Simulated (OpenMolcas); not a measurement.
**Mo³⁺ complex: multiconfigurational calculation**

- system: Mo³⁺ with 6 ligands (Cl; octahedron, 2.29 Å), neutralised by 6 outer point charges of +0.5 e, whose field is part of the energies.
- method: state-averaged CASSCF, active space 3 electrons in the shell 4d, basis ANO-RCC-VDZP on the metal and ANO-RCC-VDZP on the ligands, DKH2 scalar Hamiltonian, spin-orbit coupling by RASSI with atomic mean-field integrals (OpenMolcas)

Summary:

- outcome: converged
- energy of the lowest spin-free term: −6812.34170 hartree
- energy of the lowest spin-orbit level: −6812.34201 hartree
- largest spread among components of a term: 0.0 cm⁻¹
- hardware: 1 thread of Arm Neoverse V2, 24 GiB of memory available, shared host
- wall time: 30 s
- peak memory: 0.38 GiB

Remarks:

Without dynamic correlation the splittings between terms come out too large, often by 20 to 50 %. Caveats: covalent bonds, ligand orbitals missing from the active space; distances are set from ionic radii, not optimised.

The input:
```
&GATEWAY
Coord
7

Mo 0.0 0.0 0.0
Cl 2.290000 0.000000 0.000000
Cl 0.000000 2.290000 0.000000
Cl -2.290000 0.000000 0.000000
Cl 0.000000 -2.290000 0.000000
Cl 0.000000 0.000000 2.290000
Cl 0.000000 0.000000 -2.290000
Basis=Mo.ANO-RCC-VDZP,Cl.ANO-RCC-VDZP
Group=XYZ
NoMove
AngMom=0.0 0.0 0.0
AMFI
RICD
XField
3 Angstrom 0
4.890000 0.000000 0.000000 0.500000
0.000000 4.890000 0.000000 0.500000
0.000000 0.000000 4.890000 0.500000
&SEWARD
&RASSCF
FileOrb=start.orb
Symmetry=1
Spin=4
nActEl=3 0 0
Inactive=36 36
Ras2=5 0
CIRoot=10 10 1
SDav=10
CIMx=300
Iter=150 100
PrWF=0.3
OrbListing=Nothing
MaxOrb=0
LevShft=1.0
>>> COPY $Project.JobIph JOB001
&RASSCF
FileOrb=start.orb
Symmetry=1
Spin=2
nActEl=3 0 0
Inactive=36 36
Ras2=5 0
CIRoot=40 40 1
SDav=40
CIMx=300
Iter=150 100
PrWF=0.3
OrbListing=Nothing
MaxOrb=0
LevShft=1.0
>>> COPY $Project.JobIph JOB002
&RASSI
NrOfJobIphs=2 10 40
1 2 3 4 5 6 7 8 9 10
1 2 3 4 5 6 7 8 9 10 11 12 13 14 15 16 17 18 19 20 21 22 23 24 25 26 27
28 29 30 31 32 33 34 35 36 37 38 39 40
IphNames
JOB001
JOB002
EJob
SpinOrbit
DIPRint=1.0
SOCoupling=1000.0
Subsets=2
Property=9
'ANGMOM' 1 'ANGMOM' 2 'ANGMOM' 3 'MLTPL  1' 1 'MLTPL  1' 2 'MLTPL  1' 3
'AMFI' 1 'AMFI' 2 'AMFI' 3
SOProperty=3
'ANGMOM' 1 'ANGMOM' 2 'ANGMOM' 3
```

The file start.orb holds starting orbitals from an earlier step. A driver script formed the levels outside the program, from RASSI's spin-orbit matrix and the active-space energies, averaged over the components of each term or state.

Run as:
```bash
OMP_NUM_THREADS=1 MOLCAS_MEM=2457 MOLCAS_PROJECT=a pymolcas a.inp > a.log  # once for each step of the input, in one work folder
```

Output (extracts):
```
--- SEWARD ---
Basis set label: MO.ANO-RCC...6S5P3D1F.

      Electronic valence basis set:
      ------------------
      Associated Effective Charge  42.000000 au
      Associated Actual Charge     42.000000 au
      Nuclear Model: Point charge

      Shell  nPrim  nBasis  Cartesian Spherical Contaminant
         s      21       6        X
         p      18       5        X
         d      13       3                 X
         f       6       1                 X
                  Relativistic Douglas-Kroll-Hess integrals:
                    - DKH order of Hamiltonian: 2
                    - DKH order of Properties : 0
                  Atomic mean-field integrals
--- RASSCF ---
Wave function specifications:
      -----------------------------

      Number of closed shell electrons         144
      Number of electrons in active shells       3
      Max number of holes in RAS1 space          0
      Max nr of electrons in RAS3 space          0
      Number of inactive orbitals               72
      Number of active orbitals                  5
      Number of secondary orbitals              74
      Spin quantum number                      1.5
      State symmetry                             1
Orbital specifications:
      -----------------------

      Symmetry species                           1   2
                                                ag  au
      Frozen orbitals                            0   0
      Inactive orbitals                         36  36
      Active orbitals                            5   0
      RAS1 orbitals                              0   0
      RAS2 orbitals                              5   0
      RAS3 orbitals                              0   0
      Secondary orbitals                        34  40
      Deleted orbitals                           0   0
      Number of basis functions                 75  76
      Number of CSFs                            10
      Number of root(s) required                10
      Iter CI   SX   CI       RASSCF       Energy    max ROT     max BLB   max BLB  Level Ln srch  Step   QN
          iter iter root      energy       change     param      element    value   shift minimum  type update
 Nr of preliminary CI iterations:   1
      Total energies have been shifted. Add                -6000.00 au
        1   1   10    0  -811.54006213    0.00E+00  -1.03E-01*  36  39 1  2.17E-01*  0.90   0.00    SX    NO
        2   1   11    0  -812.03145334   -4.91E-01* -7.63E-02   36  39 1  1.36E-01*  0.70   0.00    SX    NO
        3   1   10    0  -812.15303507   -1.22E-01* -3.41E-02   36  39 1  6.47E-02*  0.75   0.00    SX    NO
        4   1   10    0  -812.18045668   -2.74E-02* -2.01E-02   36  39 1  3.81E-02*  0.76   0.00    SX    NO
        5   1   10    0  -812.19002244   -9.57E-03* -2.53E-02   36  39 1  2.31E-02*  0.76   2.50    LS   YES
        6   1    9    0  -812.19568683   -5.66E-03*  8.51E-03   14  44 2 -5.53E-03*  0.76   1.30    QN   YES
        7   1    9    0  -812.19646092   -7.74E-04* -3.80E-03    8  48 2 -3.17E-03*  0.76   1.37    QN   YES
        8   1    8    0  -812.19660478   -1.44E-04* -9.30E-04   30  39 1  8.23E-04*  0.75   1.28    QN   YES
        9   1    8    0  -812.19662527   -2.05E-05* -4.19E-04   36  39 1 -4.24E-04*  0.75   1.30    QN   YES
       10   1    7    0  -812.19662874   -3.47E-06* -2.47E-04   14  51 2 -2.37E-04*  0.75   1.35    QN   YES
       11   1    7    0  -812.19662953   -7.88E-07*  9.22E-05   14  51 2 -8.77E-05   0.75   1.39    QN   YES
       12   1    6    0  -812.19662971   -1.83E-07*  2.82E-05   30  71 2 -2.77E-05   0.75   1.29    QN   YES
       13   1    6    0  -812.19662974   -2.62E-08*  9.15E-06    7  47 2 -1.83E-05   0.75   1.25    QN   YES
       14   1    5    0  -812.19662974   -3.33E-09   5.40E-06   36  74 2 -4.75E-06   0.75   1.31    QN   YES
      Convergence after 14 iterations
       15   1    5    0  -812.19662974   -6.74E-10   5.40E-06   36  73 1 -2.29E-06   0.75   1.31    QN   YES
      Natural orbitals and occupation numbers for root  1
      sym 1:   1.000000   1.000000  -0.000000   1.000000  -0.000000
      Natural orbitals and occupation numbers for root  2
      sym 1:   1.000000   0.996200   0.996200   0.003800   0.003800
      Natural orbitals and occupation numbers for root  3
      sym 1:   1.000000   0.003811   0.003811   0.996189   0.996189
::    RASSCF root number  1 Total energy:  -6812.34169823
::    RASSCF root number  2 Total energy:  -6812.23135975
::    RASSCF root number  3 Total energy:  -6812.23135975
::    RASSCF root number  4 Total energy:  -6812.23135975
::    RASSCF root number  5 Total energy:  -6812.20152799
::    RASSCF root number  6 Total energy:  -6812.20152799
::    RASSCF root number  7 Total energy:  -6812.20152799
::    RASSCF root number  8 Total energy:  -6812.10864532
::    RASSCF root number  9 Total energy:  -6812.10864532
::    RASSCF root number 10 Total energy:  -6812.10864532
--- RASSCF ---
Wave function specifications:
      -----------------------------

      Number of closed shell electrons         144
      Number of electrons in active shells       3
      Max number of holes in RAS1 space          0
      Max nr of electrons in RAS3 space          0
      Number of inactive orbitals               72
      Number of active orbitals                  5
      Number of secondary orbitals              74
      Spin quantum number                      0.5
      State symmetry                             1
Orbital specifications:
      -----------------------

      Symmetry species                           1   2
                                                ag  au
      Frozen orbitals                            0   0
      Inactive orbitals                         36  36
      Active orbitals                            5   0
      RAS1 orbitals                              0   0
      RAS2 orbitals                              5   0
      RAS3 orbitals                              0   0
      Secondary orbitals                        34  40
      Deleted orbitals                           0   0
      Number of basis functions                 75  76
      Number of CSFs                            40
      Number of root(s) required                40
      Iter CI   SX   CI       RASSCF       Energy    max ROT     max BLB   max BLB  Level Ln srch  Step   QN
          iter iter root      energy       change     param      element    value   shift minimum  type update
 Nr of preliminary CI iterations:   1
      Total energies have been shifted. Add                -6000.00 au
        1   1   10    0  -812.13414693    0.00E+00  -8.25E-03   37  43 1 -8.07E-03*  0.74   0.00    SX    NO
        2   1    9    0  -812.13495558   -8.09E-04*  3.73E-03   33  37 1 -4.89E-03*  0.74   0.00    SX    NO
        3   1    9    0  -812.13525421   -2.99E-04*  2.28E-03   33  37 1 -3.13E-03*  0.74   0.00    SX    NO
        4   1    9    0  -812.13537416   -1.20E-04*  1.29E-03   33  37 1 -2.18E-03*  0.74   0.00    SX    NO
        5   1    8    0  -812.13542439   -5.02E-05*  1.90E-03   33  37 1 -1.47E-03*  0.74   2.50    LS   YES
        6   1    8    0  -812.13545996   -3.56E-05* -6.52E-04   33  37 1 -4.28E-04*  0.74   1.27    QN   YES
        7   1    7    0  -812.13546258   -2.61E-06*  1.53E-04   33  37 1 -1.22E-04*  0.74   1.16    QN   YES
        8   1    6    0  -812.13546292   -3.44E-07*  1.14E-04   30  39 1 -7.60E-05   0.74   1.75    LS   YES
        9   1    6    0  -812.13546299   -7.04E-08*  8.26E-05   30  39 1 -9.97E-05   0.74   0.94    QN   YES
       10   1    6    0  -812.13546304   -5.44E-08*  4.65E-05   30  39 1 -3.95E-05   0.74   1.41    QN   YES
       11   1    5    0  -812.13546306   -1.09E-08* -1.73E-05   30  39 1 -1.23E-05   0.74   1.28    QN   YES
       12   1    5    0  -812.13546306   -2.51E-09  -1.09E-05   33  37 1 -7.21E-06   0.74   1.49    QN   YES
      Convergence after 12 iterations
       13   1    5    0  -812.13546306   -6.32E-10  -1.09E-05   33  37 1 -1.65E-06   0.74   1.49    QN   YES
      Natural orbitals and occupation numbers for root  1
      sym 1:   0.992905   0.986742   0.014684   1.003340   0.002329
      Natural orbitals and occupation numbers for root  2
      sym 1:   1.001916   0.995753   0.002329   0.985318   0.014684
      Natural orbitals and occupation numbers for root  3
      sym 1:   1.001028   0.997033   0.003025   0.994252   0.004662
::    RASSCF root number  1 Total energy:  -6812.28331056
::    RASSCF root number  2 Total energy:  -6812.28331056
::    RASSCF root number  3 Total energy:  -6812.28090440
::    RASSCF root number  4 Total energy:  -6812.28090440
::    RASSCF root number  5 Total energy:  -6812.28090440
::    RASSCF root number  6 Total energy:  -6812.25003693
::    RASSCF root number  7 Total energy:  -6812.25003693
::    RASSCF root number  8 Total energy:  -6812.25003693
::    RASSCF root number  9 Total energy:  -6812.18565725
::    RASSCF root number 10 Total energy:  -6812.18119309
::    RASSCF root number 11 Total energy:  -6812.18119309
::    RASSCF root number 12 Total energy:  -6812.18119309
::    RASSCF root number 13 Total energy:  -6812.17644923
::    RASSCF root number 14 Total energy:  -6812.17644923
::    RASSCF root number 15 Total energy:  -6812.17644923
::    RASSCF root number 16 Total energy:  -6812.16918090
::    RASSCF root number 17 Total energy:  -6812.16918090
::    RASSCF root number 18 Total energy:  -6812.15964190
::    RASSCF root number 19 Total energy:  -6812.15964190
::    RASSCF root number 20 Total energy:  -6812.15964190
::    RASSCF root number 21 Total energy:  -6812.13994422
::    RASSCF root number 22 Total energy:  -6812.13994422
::    RASSCF root number 23 Total energy:  -6812.13994422
::    RASSCF root number 24 Total energy:  -6812.13229806
::    RASSCF root number 25 Total energy:  -6812.09142226
::    RASSCF root number 26 Total energy:  -6812.09142226
::    RASSCF root number 27 Total energy:  -6812.07116396
::    RASSCF root number 28 Total energy:  -6812.07116396
::    RASSCF root number 29 Total energy:  -6812.07116396
::    RASSCF root number 30 Total energy:  -6812.06843975
--- RASSI ---
SPIN-FREE ENERGIES:
  (Shifted by EMIN (a.u.) =      -6812.3416982346)

 SF State       Relative EMIN(au)   Rel lowest level(eV)    D:o, cm**(-1)

     1             0.0000000000        0.0000000000              0.0000
    11             0.0583876747        1.5888095671          12814.6134
    12             0.0583876747        1.5888095671          12814.6134
    13             0.0607938306        1.6542844066          13342.7036
    14             0.0607938306        1.6542844066          13342.7036
    15             0.0607938306        1.6542844066          13342.7036
    16             0.0916613088        2.4942312770          20117.3320
    17             0.0916613088        2.4942312770          20117.3320
    18             0.0916613088        2.4942312770          20117.3320
     2             0.1103384819        3.0024630501          24216.4977
     3             0.1103384819        3.0024630501          24216.4977
     4             0.1103384819        3.0024630501          24216.4977
     5             0.1401702433        3.8142266320          30763.8125
     6             0.1401702433        3.8142266320          30763.8125
     7             0.1401702433        3.8142266320          30763.8125
    19             0.1560409869        4.2460915642          34247.0381
    20             0.1605051461        4.3675675246          35226.8078
    21             0.1605051461        4.3675675246          35226.8078
    22             0.1605051461        4.3675675246          35226.8078
    23             0.1652490024        4.4966544310          36267.9639
    24             0.1652490024        4.4966544310          36267.9639
    25             0.1652490024        4.4966544310          36267.9639
    26             0.1725173360        4.6944358648          37863.1787
    27             0.1725173360        4.6944358648          37863.1787
    28             0.1820563363        4.9540052855          39956.7473
    29             0.1820563363        4.9540052855          39956.7473
    30             0.1820563363        4.9540052855          39956.7473
    31             0.2017540111        5.4900063229          44279.8872
    32             0.2017540111        5.4900063229          44279.8872
    33             0.2017540111        5.4900063229          44279.8872
    34             0.2094001705        5.6980689204          45958.0252
     8             0.2330529156        6.3416929022          51149.2027
     9             0.2330529156        6.3416929022          51149.2027
    10             0.2330529156        6.3416929022          51149.2027
    35             0.2502759705        6.8103561002          54929.2264
    36             0.2502759705        6.8103561002          54929.2264
    37             0.2705342728        7.3616125887          59375.4098
    38             0.2705342728        7.3616125887          59375.4098
    39             0.2705342728        7.3616125887          59375.4098
    40             0.2732584824        7.4357421109          59973.3047
Eigenvalues of complex Hamiltonian:
   -----------------------------------
  (Shifted by EMIN (a.u.) =      -6812.3416982346)

 SO State       Relative EMIN(au)   Rel lowest level(eV)    D:o, cm**(-1)

     1            -0.0003117254        0.0000000000              0.0000
     2            -0.0003117254        0.0000000000              0.0000
     3            -0.0003117254        0.0000000000              0.0000
     4            -0.0003117254        0.0000000000              0.0000
     5             0.0578939904        1.5838582134          12774.6780
     6             0.0578939904        1.5838582134          12774.6780
     7             0.0578939904        1.5838582132          12774.6780
     8             0.0578939904        1.5838582132          12774.6780
     9             0.0601108977        1.6441833342          13261.2329
    10             0.0601108977        1.6441833342          13261.2329
    11             0.0601108977        1.6441833340          13261.2329
    12             0.0601108977        1.6441833340          13261.2329
    13             0.0608703024        1.6648477873          13427.9030
    14             0.0608703024        1.6648477873          13427.9030
    15             0.0913074134        2.4930837715          20108.0767
    16             0.0913074134        2.4930837715          20108.0767
    17             0.0913074134        2.4930837712          20108.0767
    18             0.0913074134        2.4930837712          20108.0767
    19             0.0922163964        2.5178184592          20307.5754
    20             0.0922163964        2.5178184592          20307.5754
    21             0.1089847233        2.9741078807          23987.7978
    22             0.1089847233        2.9741078807          23987.7978
    23             0.1098309620        2.9971352079          24173.5257
    24             0.1098309620        2.9971352079          24173.5257
    25             0.1098309620        2.9971352084          24173.5257
    26             0.1098309620        2.9971352084          24173.5257
    27             0.1109380976        3.0272619031          24416.5139
    28             0.1109380976        3.0272619031          24416.5139
    29             0.1109380976        3.0272619023          24416.5139
    30             0.1109380976        3.0272619023          24416.5139
    31             0.1110744512        3.0309722733          24446.4400
    32             0.1110744512        3.0309722733          24446.4400
    33             0.1394512425        3.8031441008          30674.4258
    34             0.1394512425        3.8031441008          30674.4258
    35             0.1400920951        3.8205825885          30815.0767
    36             0.1400920951        3.8205825890          30815.0767
    37             0.1400920951        3.8205825890          30815.0767
    38             0.1400920951        3.8205825885          30815.0767
    39             0.1404376395        3.8299853321          30890.9150
    40             0.1404376395        3.8299853321          30890.9150
    41             0.1404991311        3.8316586028          30904.4108
Weights of the five most important spin-orbit-free states for each spin-orbit state.

 SO State  Total energy (au)           Spin-free states, spin, and weights
 -------------------------------------------------------------------------------------------------------
    1        -0.000312       1 1.5  0.9970   17 0.5  0.0009    3 1.5  0.0006    2 1.5  0.0005   18 0.5  0.0004
    2        -0.000312       1 1.5  0.9970   18 0.5  0.0008    4 1.5  0.0006   16 0.5  0.0006    3 1.5  0.0004
    3        -0.000312       1 1.5  0.9970   18 0.5  0.0007   16 0.5  0.0007    4 1.5  0.0007    3 1.5  0.0003
    4        -0.000312       1 1.5  0.9970   17 0.5  0.0009    2 1.5  0.0007   16 0.5  0.0005    3 1.5  0.0004
    5         0.057894      12 0.5  0.5682   11 0.5  0.4196    3 1.5  0.0019   13 0.5  0.0015   14 0.5  0.0014
    6         0.057894      12 0.5  0.5682   11 0.5  0.4196    3 1.5  0.0019   13 0.5  0.0015   14 0.5  0.0014
    7         0.057894      11 0.5  0.5682   12 0.5  0.4196    4 1.5  0.0019   15 0.5  0.0019   16 0.5  0.0014
    8         0.057894      11 0.5  0.5682   12 0.5  0.4196    4 1.5  0.0019   15 0.5  0.0019   16 0.5  0.0014
    9         0.060111      15 0.5  0.4030   13 0.5  0.3827   14 0.5  0.1992   17 0.5  0.0061   18 0.5  0.0019
   10         0.060111      15 0.5  0.4031   13 0.5  0.3827   14 0.5  0.1992   17 0.5  0.0061   18 0.5  0.0019
   11         0.060111      14 0.5  0.4575   13 0.5  0.2739   15 0.5  0.2536   16 0.5  0.0049   18 0.5  0.0043
   12         0.060111      14 0.5  0.4575   13 0.5  0.2739   15 0.5  0.2536   16 0.5  0.0049   18 0.5  0.0043
```

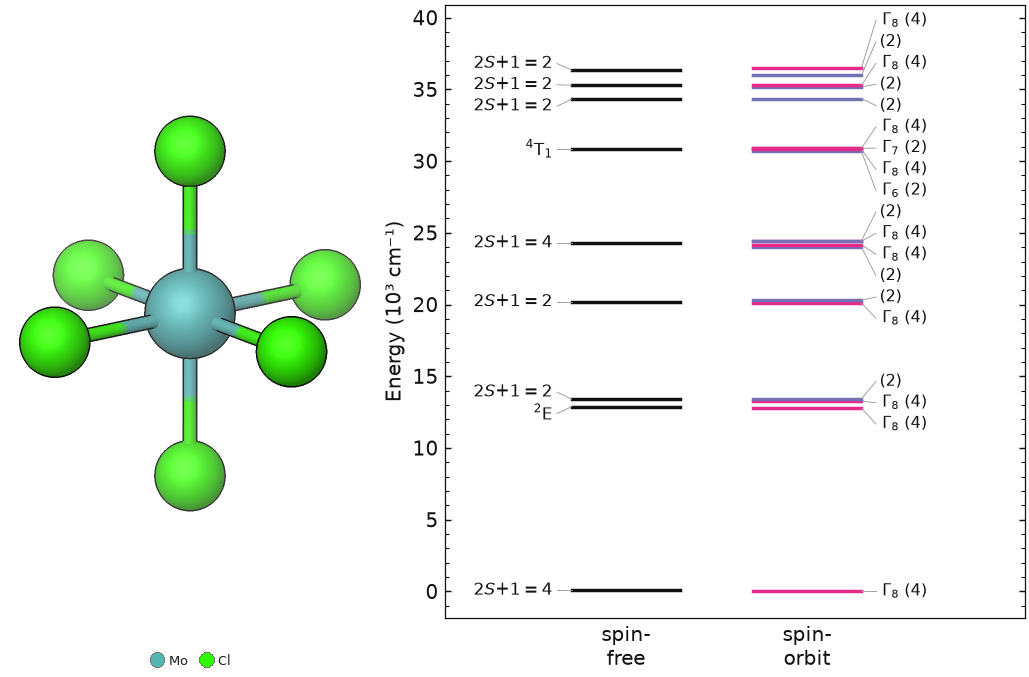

Mo³⁺ (4d³) with 6 ligands, Cl⁻, at 2.29 Å (arrangement: octahedron, Oh), neutralised by outer point charges of +0.5 e, and its levels. Labels give the representation in O, Td, D4 or D3 as the site allows (double group for half-integer spin) where it could be assigned and, in brackets, the degeneracy; spin-free states, where drawn, share the zero of the spin-orbit levels. The ground level is Γ₈, 4-fold degenerate, 100 % from states of spin multiplicity 4. The next level lies at 12,800 cm⁻¹ (Γ₈). The active orbitals hold 71 to 87 % metal character (Löwdin), and the Mulliken charge of the metal is +1.14.
